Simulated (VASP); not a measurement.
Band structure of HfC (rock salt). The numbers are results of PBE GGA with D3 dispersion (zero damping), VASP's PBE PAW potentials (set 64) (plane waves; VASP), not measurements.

Unless said otherwise, spin-orbit coupling is left out, though it shifts the bands of the heavy elements here.

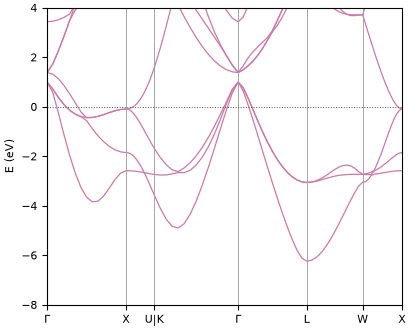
Figure: Bands along high-symmetry lines, zero at the valence-band maximum or, without a gap, the Fermi level

### Question
Read the plot: is there a gap, and where are the band edges?

### Answer
It has no gap at this level: it comes out as a metal or semimetal. (Edges off the drawn lines would not show.)

The compound is HfC in the rock salt structure. It was relaxed first.
